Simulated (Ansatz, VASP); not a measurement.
## Te in two plane-wave programs

Wanted: the spread between two codes on one cell, functional and k mesh.

Program: Ansatz 0.2.0. Level of theory: plane waves, with VASP 6.6.1 beside it; single point at PBEsol. Results are calculated unless marked as measured.

### Step 1. Starting point

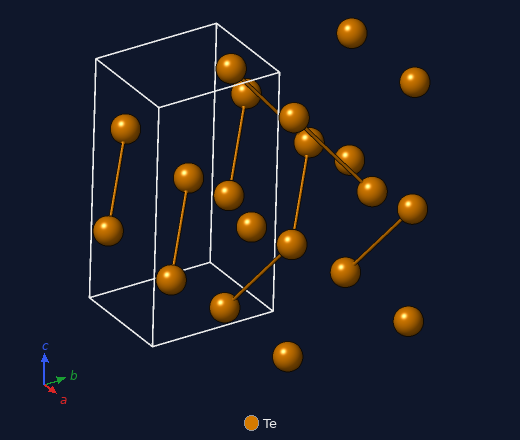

The starting structure, seen slightly off an axis (tellurium orange). 2×2×1 cells are drawn. Bonds to atoms that aren't drawn are left out. Some periodic images of atoms are drawn too.

### Step 2. Ansatz: single point, PBEsol

Ansatz runs on its default PAW (the set named soft_2) files.

A single point gives forces, pressure and levels at one fixed geometry, so differences don't come from the geometry; what else differs is listed under the comparison.

Input file input.yaml:

```yaml
crystal:
  lattice:
    - [4.4572, 0.0, 0.0]
    - [-2.2286, 3.8600484297, 0.0]
    - [0.0, 0.0, 5.929]
  atoms:
    - { symbol: Te, position: [0.7367, 0.7367, 0.0] }
    - { symbol: Te, position: [0.0, 0.2633, 0.6666666667] }
    - { symbol: Te, position: [0.2633, 0.0, 0.3333333333] }
hamiltonian:
  xc: pbesol
  pseudopotentials: { kind: paw }
kpoints:
  mp_grid: { grid: [8, 8, 6] }
scf:
  occupations: { method: gaussian, width: 0.05 }
  n_extra_bands: 4
output:
  forces: true
  stress: true
  eigenvalues: true
  write_density: true
  write_potential: true
  elf: true
  volumetric_format: npy
```

The run is started by

```bash
$ ansatz run input.yaml --threads 2 --pin off --max-ram 4608MiB --backend cpu --events-out ev --progress --plain --runs-dir out
```

Numbers of over 12 decimals in the logs are rounded to 6 here.

The log of the run:

```text
scf.n_extra_bands = 4 over 24 filled bands (N_el = 48.0): the run solves 28 bands
Engine: ansatz 0.2.0, aarch64-unknown-linux-gnu
Pseudopotentials: kind: paw
Pseudopotential: Te, paw, valence charge 16, recommended cutoff 420 eV (normal), Te.paw.azcp
Functional definition: PBEsol
  exchange = pbesol_x
  correlation = pbesol_c
Crystal: 3 atoms, lattice volume = 102.008 Å³
Basis set: ecut = 420 eV, 2017 PW (Γ), exchange–correlation on 60×60×80 points (8 copies of the dense FFT grid, shifted against one another)
Bands: 28, of which v1, the nominal top of the filled ones, is band 24 counted from 1 (23 counted from 0)
Symmetry: 6 space group operations
Space group: P3121 (ITA 152), of the structure as read, at distance tolerance 4.7e-5 Å
k-points: 50 of 384 (time reversal used)
Non-local potential: Te, projectors of the file, l = 0: 2, l = 1: 2, l = 2: 2, l = 3: 2
PAW form: soft (Blöchl's): semilocal exchange-correlation on the pseudo side does not see the compensation charge
PAW frozen core: Te, regenerated for the run's functional, and the local potential with it (the file was generated under x = pbe(κ = 0.804, μ = 0.219515), c = pbe(β = 0.066725))
PAW one-centre angular grid: Te, 590 points (default); XC on 64 Gauss nodes
Initial density: superposition of atomic densities (neutral atoms: chi_scale 0, normalization atom), corrected by the library's trained network
Initial wavefunctions: pseudopotential atomic-orbital guess
Functional: x = pbesol(κ = 0.804, μ = 0.123457), c = pbesol(β = 0.046)
SCF iter   1: F=—  HF=-20704.494584 eV  |F-HF|=—  |Δ(HF+E_count)|=         —  Δρ=1.86e-3  dr2=3.00e-3  ethr=1.77e-3  ⟨swp⟩=7.1  Hψ=6336  notcnv=0
preconditioner: auto → Resta (q_TF=auto, 2.406 Å⁻¹)  ε∞=4.8  [insulator: Δε(μ)=0.531 eV  Ē_g=8.015 eV  σ=0.050 eV  W_gap=1.00  n_scr=22 (ndim 8)  ℏωp=15.6 eV  f_vac=0.028  D(μ)=0.00/eV (n_scr^D=0)  ε∞_Penn≈4.8]
SCF iter   2: F=—  HF=-20704.491667 eV  |F-HF|=—  |Δ(HF+E_count)|=   2.92e-3  Δρ=1.14e-3  dr2=1.12e-3  ethr=6.24e-6  ⟨swp⟩=2.2  Hψ=2281  notcnv=0
SCF iter   3: F=—  HF=-20704.491923 eV  |F-HF|=—  |Δ(HF+E_count)|=   2.56e-4  Δρ=3.29e-4  dr2=1.07e-4  ethr=2.34e-6  ⟨swp⟩=2.0  Hψ=2600  notcnv=0
SCF iter   4: F=—  HF=-20704.491878 eV  |F-HF|=—  |Δ(HF+E_count)|=   4.48e-5  Δρ=1.34e-4  dr2=3.07e-5  ethr=2.23e-7  ⟨swp⟩=2.0  Hψ=2599  notcnv=0
SCF iter   5: F=—  HF=-20704.491903 eV  |F-HF|=—  |Δ(HF+E_count)|=   2.48e-5  Δρ=3.72e-5  dr2=2.19e-6  ethr=6.40e-8  ⟨swp⟩=2.0  Hψ=1756  notcnv=0
SCF iter   6: F=—  HF=-20704.491905 eV  |F-HF|=—  |Δ(HF+E_count)|=   1.59e-6  Δρ=1.04e-5  dr2=1.03e-7  ethr=4.57e-9  ⟨swp⟩=3.0  Hψ=2600  notcnv=0
SCF iter   7: F=-20704.491905 eV  HF=-20704.491905 eV  |F-HF|=2.24e-9  |Δ(HF+E_count)|=   5.93e-8  Δρ=1.96e-6  dr2=3.07e-9  ethr=2.08e-10  ⟨swp⟩=10.5  Hψ=9764  notcnv=0
SCF 1 converged in 7 iterations: F = -20704.491905 eV  dr2 = 3.07e-9
  greatest PAW one-centre occupation: 0.998 electrons in one spin orbital (limit 2), on the Te atom at site 1 (counted from 0), in its partial waves of l = 2
SCF converged after 7 iterations
Free energy (F): -20704.491905 eV
Harris-Foulkes:  -20704.491905 eV  (|F-HF|=2.24e-9)
Internal energy: -20704.491905 eV  (E = F + TS)
E sigma→0 (E₀):  -20704.491905 eV
Fermi energy:    8.830178 eV
--- Per-component energies (eV) ---
  E_band       = -804.672718
  E_kinetic    = 541.402642
  E_local      = -3855.424933  (includes V_loc(G=0)·N_el)
  E_nonlocal   = -924.039455
  E_hartree    = 2442.170203
  E_xc         = -369.727592
  E_vxc        = -311.857724  (∫ρ·V_xc dr)
  E_paw        = -13753.096847  (= ΣΔE_a)
  E_vpaw       = -1139.095039  (= ΣTr[D̂ρ^β])
  E_aug_tail   = -0.000535  (compensation charges beyond the density's cutoff)
  E_ewald      = -4786.899832
  E_core_change = 1.124446  (= ΣΔE_core)
  E_smearing   = -0.000000  (= −TS)
  E_closure    = 0.000000  (closes the sum)
  Σ components = -20704.491905   (vs F -20704.491905, Δ=0.00e0)
--- Forces (eV/Å), atoms counted from 1 ---
  atom   1  Te    -0.12768154    -0.22115091    -0.00000000
  atom   2  Te    -0.12768154     0.22115091    -0.00000000
  atom   3  Te     0.25536307    -0.00000000     0.00000000
  max |Σ_I F_I| component: 5.55e-17 eV/Å
--- Stress (GPa, compression-positive) ---
       -0.541039      -0.000000      -0.000000
        0.000000      -0.541039       0.000000
       -0.000000       0.000000      -0.147427
  P = ⅓ Tr σ = -0.4098 GPa (-4.098 kbar)
--- Band table (eV; the first three rows and the last of 50) ---
  k-point 0: bands = [... 20 lower, 5.7795, 6.9303, 6.9303, 7.8463, 9.6123, 9.6123, 10.2320, 13.4851]
  k-point 1: bands = [... 20 lower, 6.0394, 6.9953, 7.0303, 7.8197, 9.4423, 9.4638, 9.9646, 13.1706]
  k-point 2: bands = [... 20 lower, 6.0623, 7.1831, 7.2431, 7.7266, 9.1720, 9.2206, 9.4660, 12.7486]
  k-point 49: bands = [... 20 lower, 3.7787, 7.4373, 7.9974, 8.5646, 9.0957, 10.0127, 10.2639, 13.9611]
```

Run time: 15 s. Hardware: 2 threads of Arm Neoverse N1, shared host; peak memory 0.38 GiB; 29 s of CPU time.

Reading the cycles: dr2 is the Hartree energy of the density residual (eV), the measure of convergence; HF is the Harris–Foulkes estimate of the energy, which meets the free energy F at convergence.

The run ends at a pressure of -0.41 GPa, with forces up to 0.26 eV/Å.

### Step 3. VASP: single point, PBEsol

The same cell, functional, mesh and smearing now go to VASP, with its own data sets and cutoff.

Lines of VASP's logs that name or quote its potential files are left out, and so is its time.

Input file INCAR:

```
SYSTEM = Te
PREC = Accurate
ENCUT = 400
EDIFF = 1E-05
NELM = 100
ISMEAR = 0
SIGMA = 0.05
LREAL = .FALSE.
ALGO = Normal
GGA = PS
NBANDS = 15
LORBIT = 11
LWAVE = .FALSE.
LCHARG = .FALSE.
KPAR = 4
```

Input file POSCAR:

```
Te
1.0
    4.4572000000      0.0000000000      0.0000000000
   -2.2286000000      3.8600484297      0.0000000000
    0.0000000000      0.0000000000      5.9290000000
Te
3
Direct
    0.7367000000      0.7367000000      0.0000000000
    0.0000000000      0.2633000000      0.6666666667
    0.2633000000      0.0000000000      0.3333333333
```

Input file KPOINTS:

```
Automatic mesh
0
Gamma
8 8 6
0 0 0
```

Potentials, in the order of the species: Te (PBE family, release 64).

The run is started by

```bash
$ mpirun -np 4 vasp_std
```

The log of the run:

```text
[banner, memory and clock lines left out]
running    4 mpi-ranks, on    1 nodes
 distrk:  each k-point on    1 cores,    4 groups
 distr:  one band on    1 cores,    1 groups

 POSCAR found type information on POSCAR Te
 POSCAR found :  1 types and       3 ions
|                                                                             |
|               ----> ADVICE to this user running VASP <----                  |
|                                                                             |
|     You enforced a specific xc type in the INCAR file but a different       |
|     [... a line on the potential file left out ...]
|     I HOPE YOU KNOW WHAT YOU ARE DOING!                                     |
|                                                                             |

 LDA part: xc-table for (Slater+PW92), standard interpolation
 POSCAR, INCAR and KPOINTS ok, starting setup
 FFT: planning ... GRIDC
 FFT: planning ... GRID_SOFT
 FFT: planning ... GRID
 WAVECAR not read
 entering main loop
       N       E                     dE             d eps       ncg     rms          rms(c)
DAV:   1     0.640056476256E+02    0.64006E+02   -0.55276E+03  1500   0.772E+02
DAV:   2    -0.639869918628E+01   -0.70404E+02   -0.66911E+02  1997   0.130E+02
DAV:   3    -0.104931124816E+02   -0.40944E+01   -0.40774E+01  1759   0.358E+01
DAV:   4    -0.105691986533E+02   -0.76086E-01   -0.76076E-01  2317   0.574E+00
DAV:   5    -0.105700018678E+02   -0.80321E-03   -0.80321E-03  1906   0.493E-01    0.128E+01
DAV:   6    -0.105373006812E+02    0.32701E-01   -0.20046E-02  1948   0.841E-01    0.807E+00
DAV:   7    -0.105265686463E+02    0.10732E-01   -0.43417E-02  1647   0.122E+00    0.316E-01
DAV:   8    -0.105256727565E+02    0.89589E-03   -0.80076E-03  1661   0.514E-01    0.149E-01
DAV:   9    -0.105256951449E+02   -0.22388E-04   -0.22260E-04  2117   0.102E-01    0.105E-01
DAV:  10    -0.105257058869E+02   -0.10742E-04   -0.29763E-05  1871   0.352E-02    0.158E-02
DAV:  11    -0.105256993863E+02    0.65007E-05   -0.14559E-05  1037   0.242E-02
   1 F= -.10525699E+02 E0= -.10525699E+02  d E =-.512706E-14
```

OUTCAR, selected parts (step 3):

```text
ion  position               nearest neighbor table
   1  0.737  0.737  0.000-   2 2.84   3 2.84   3 3.49   2 3.49   2 3.49   3 3.49
   2  0.000  0.263  0.667-   1 2.84   3 2.84   1 3.49   1 3.49   3 3.49   3 3.49
   3  0.263  0.000  0.333-   1 2.84   2 2.84   1 3.49   1 3.49   2 3.49   2 3.49

  LATTYP: Found a hexagonal cell.
 ALAT       =     4.4572000000
 C/A-ratio  =     1.3302073050

 Subroutine GETGRP returns: Found  6 space group operations
 (whereof  2 operations were pure point group operations)

The static configuration has the point symmetry C_2 .
 The point group associated with its full space group is D_3 .

 Found     50 irreducible k-points:

   k-points           NKPTS =     50   k-points in BZ     NKDIM =     50   number of bands    NBANDS=     15

   dimension x,y,z NGX =    30 NGY =   30 NGZ =   40
   dimension x,y,z NGXF=    60 NGYF=   60 NGZF=   80

   ENCUT  =  400.0 eV  29.40 Ry    5.42 a.u.   7.27  7.27  9.67*2*pi/ulx,y,z

   NELECT =      18.0000    total number of electrons

 k-points in reciprocal lattice and weights: Automatic mesh
   0.00000000  0.00000000  0.00000000       0.003
   0.12500000  0.00000000  0.00000000       0.016
   0.25000000  0.00000000  0.00000000       0.016
   0.37500000  0.00000000  0.00000000       0.016
   0.50000000  0.00000000  0.00000000       0.008
   0.12500000  0.12500000  0.00000000       0.016
   0.25000000  0.12500000  0.00000000       0.031
   0.37500000  0.12500000  0.00000000       0.031
   0.25000000  0.25000000  0.00000000       0.016
[...]
0.25000000  0.25000000  0.50000000       0.016
   0.37500000  0.25000000  0.50000000       0.016

 average (electrostatic) potential at core
       1 -88.9075       2 -88.9075       3 -88.9075

 E-fermi :   6.0240

 k-point     1 :       0.0000    0.0000    0.0000
  band No.  band energies     occupation
    ...
      5       2.9807      2.00000
      6       2.9807      2.00000
      7       4.1241      2.00000
      8       4.1241      2.00000
      9       5.0480      2.00000
     10       6.7982      0.00000
     11       6.7982      0.00000
     12       7.4284      0.00000
     13      10.6417      0.00000
     14      10.6417      0.00000
    ...

 k-point     2 :       0.1250    0.0000    0.0000
  band No.  band energies     occupation
    ...
      5       2.5002      2.00000
      6       2.8022      2.00000
      7       4.4021      2.00000
      8       4.7377      2.00000
      9       5.1425      2.00000
     10       6.5469      0.00000
     11       6.7378      0.00000
     12       7.3247      0.00000
     13      10.3584      0.00000
     14      10.6030      0.00000
    ...

 k-point     3 :       0.2500    0.0000    0.0000
  band No.  band energies     occupation
    ...
      5       1.8797      2.00000
      6       2.4133      2.00000
      7       4.1987      2.00000
      8       4.7470      2.00000
      9       4.9740      2.00000
     10       6.6778      0.00000
     11       6.8902      0.00000
     12       7.7645      0.00000
     13       9.5478      0.00000
     14      10.9705      0.00000
    ...

  Total       -0.3054793     -0.3054793     -0.0013738     -0.0000000     -0.0000000      0.0000000
  in kB       -4.7979537     -4.7979537     -0.0215780     -0.0000000     -0.0000000      0.0000000
  external PRESSURE =      -3.2058285 kB  Pullay stress =       0.0000000 kB

  energy-cutoff  :      400.00
  volume of cell :      102.01
      direct lattice vectors                 reciprocal lattice vectors
     4.457200000  0.000000000  0.000000000     0.224356098  0.129532054  0.000000000
    -2.228600000  3.860048430  0.000000000     0.000000000  0.259064107  0.000000000
     0.000000000  0.000000000  5.929000000     0.000000000  0.000000000  0.168662506

 POSITION                                       TOTAL-FORCE (eV/Angst)
 -----------------------------------------------------------------------------------
      1.64181      2.84370      0.00000        -0.143519     -0.248582      0.000000
     -0.58679      1.01635      3.95267        -0.143519      0.248582     -0.000000
      1.17358      0.00000      1.97633         0.287038     -0.000000      0.000000
 -----------------------------------------------------------------------------------
    total drift:                               -0.000000     -0.000001     -0.000000

  FREE ENERGIE OF THE ION-ELECTRON SYSTEM (eV)
  ---------------------------------------------------
  free  energy   TOTEN  =       -10.5256993863 eV

  energy  without entropy=      -10.5256993863  energy(sigma->0) =      -10.52569939

 total charge
# of ion       s       p       d       tot
------------------------------------------
    1        1.433   1.815   0.044   3.292
    2        1.433   1.815   0.044   3.292
    3        1.433   1.815   0.044   3.292
--------------------------------------------------
tot          4.300   5.446   0.132   9.877

[... 3 further parts left out ...]
```

The run ends at a pressure of -0.32 GPa, with forces up to 0.29 eV/Å.

### Step 4. Differences

Known differences besides the PAW data sets themselves: the data sets hold 48 valence electrons in Ansatz (default PAW (the set named soft_2) files) and 18 in VASP; the cutoff is 420 eV in Ansatz and 400 eV in VASP; Ansatz makes its cores anew for this functional, VASP keeps those of its PBE data sets; VASP leaves aspherical gradient terms in its spheres out (LASPH is not set), Ansatz keeps them. Total energies have different zeros and are not compared.

Compared:

```tsv
quantity	Ansatz	VASP	difference
pressure (GPa)	-0.41	-0.32	-0.09
gap on the k mesh (eV)	0.531	0.509	+0.022
```

Forces (eV/Å; atoms numbered as in POSCAR):

```tsv
atom	Ansatz x, y, z	VASP x, y, z
Te1	-0.128, -0.221, 0.000	-0.144, -0.249, 0.000
Te2	-0.128, 0.221, 0.000	-0.144, 0.249, 0.000
Te3	0.255, 0.000, 0.000	0.287, 0.000, 0.000
```

The forces differ by 18 meV/Å r.m.s., which is 11.0 % of the r.m.s. force of 0.17 eV/Å (both taken over all components). Ansatz's pressure holds a Pulay correction of 0.03 GPa; VASP's holds none.

### Step 5. Looking for the cause

The difference is large enough to ask for its cause, so further runs change the set-up of one program at a time, as the table lists.

```tsv
run	r.m.s. force difference (meV/Å)
as above	18
cores kept as stored, as VASP does, whose cores stay as stored	18
Ansatz's all-electron LAPW method	20
Ansatz's larger PAW set (cutoff 430 eV)	20
norm-conserving potentials (cutoff 1120 eV)	14
```

### Step 6. What came out

```json
{
  "r.m.s. force difference (single point, PBEsol)": "18 meV/Å"
}
```

What this shows: The r.m.s. force difference is 18 meV/Å (single point, PBEsol), beyond the 12 meV/Å picked in this series as the mark of a large difference. For single point, PBEsol: no further run halves the r.m.s. force difference; only Ansatz's side was varied, and Ansatz's runs with other potentials lie closer to each other than to VASP, which for this quantity points to VASP's side; this was not tested here. The all-electron run, which needs no data set, lies 20 meV/Å from VASP, against 18 for Ansatz's PAW result. Differences of this kind measure data sets and numerical settings, not the functional's error against experiment.

[Lines on the potential files, build, host, timing and source positions are cut from VASP's logs without a mark.]

[Logs are printed without paths, hosts, clocks, repeated set-up lines and the standing remarks that a program may print on its own settings, such as how far it seeks lower states.]

[Hosts, paths, dates, database ids (printed as entryN), source tags and the programs' standing remarks are cut or masked in the printed files.]
